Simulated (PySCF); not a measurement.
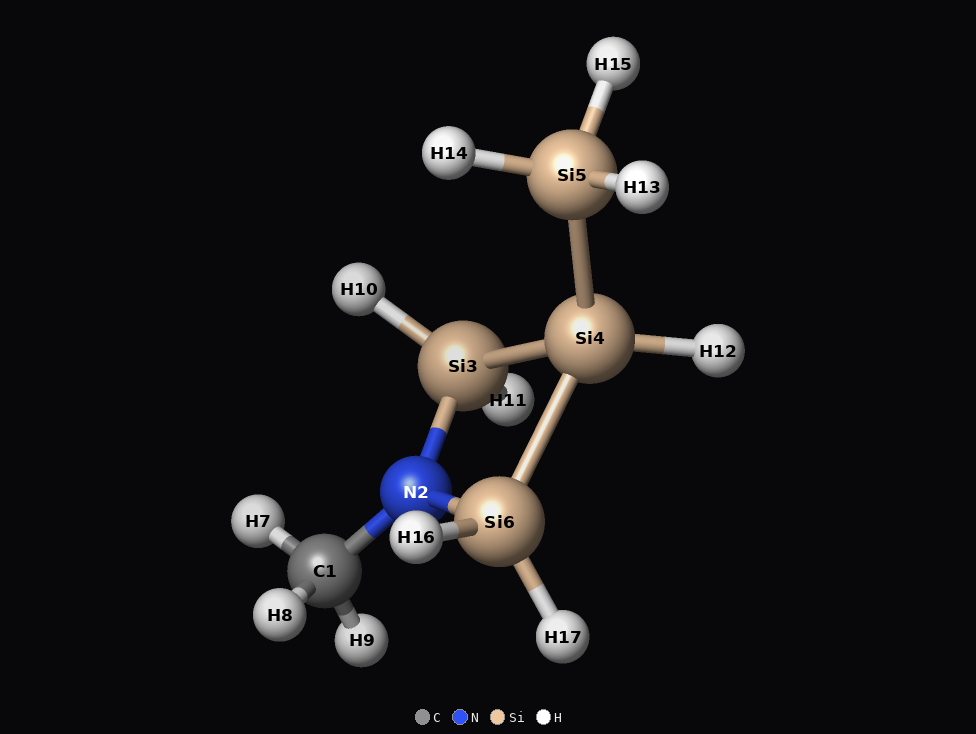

Computed geometry: GFN2-xTB optimisation. No frequency run is at hand to confirm it as a minimum. Electric field gradients from the ground-state density, PBE0/pcSseg-1 (PySCF 2.14.0), non-relativistic apart from any core potentials.

Give the largest field-gradient component, the quadrupole coupling constant and the asymmetry for 14N at N2 (Q = 20.44 mb).

| atom | V_zz (a.u.) | e²qQ/h (MHz) | η |
| --- | --- | --- | --- |
| N2 | −0.750 | −3.60 | 0.54 |

The geometry is semi-empirical. Around Si such bond lengths and angles can be off by a tenth of an ångström or more and by several degrees, and values that hang on the shape move with them.
